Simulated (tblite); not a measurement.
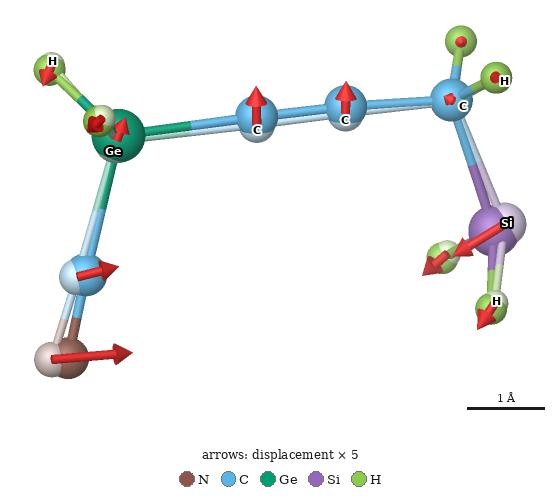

This is a relaxation of C₄H₆GeNSi (multiplicity 2). The starting structure is drawn faded, the final one solid; red arrows show the displacements, 5 times their true length. The two geometries are superimposed by the best rigid fit.

A ball-and-stick model, seen at a tilt.

Computed with GFN2-xTB geometry optimisation, gas phase (tblite). 

**Which element moves most?**

Nitrogen: up to 0.22 Å, against 0.16 Å for silicon.

**What happened in the run?**

The energy falls by 13.4 kJ/mol in 51 geometry steps. The atom that moves furthest after the best rigid fit is the N atom (0.22 Å). By element the largest moves are N 0.22 Å, Si 0.16 Å, C 0.12 Å, H 0.09 Å, Ge 0.07 Å. Some distances before and after: Ge–H 1.549 → 1.498 Å, C–Si 1.871 → 1.919 Å, C–C 1.466 → 1.435 Å, C–Ge 1.904 → 1.879 Å. Among the angles between lasting bonds that change: H–Si–H 110.0° → 114.9°, C–Ge–H 109.9° → 107.1°, C–Ge–H 109.4° → 112.1°.
